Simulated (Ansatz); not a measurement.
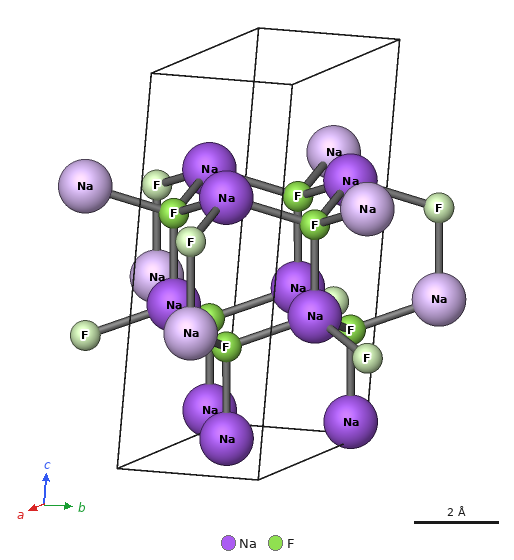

An orthographic ball-and-stick view of the structure, slightly off an axis. The parallelepiped is the conventional unit cell. Atoms outside the box are added where they are bonded to one inside, in fainter colours.

> What ratio of elements does the structure have?

Na₃F₂. The cell holds 6 Na, 4 F, counting shared atoms by their share.

> State the lattice type.

Base-centred monoclinic.

> State the space group and its number.

Cm (No. 8), with Na on 2a, Na on 2a, Na on 2a, F on 2a and F on 2a.

> Which atoms are bonded to F?

Each F has four Na in a tetrahedral arrangement at about 2.2 Å.

> Does the bonding give isolated units, chains, sheets or a framework?

The bonds build Na3F2 layers parallel to (001).

The structure comes from a textbook structure type filled with these elements (whether it is the usual form wasn't checked). It is drawn as it came out of a relaxation with DFT PBE, scalar-relativistic, plane waves, PAW (Ansatz 0.2.0).
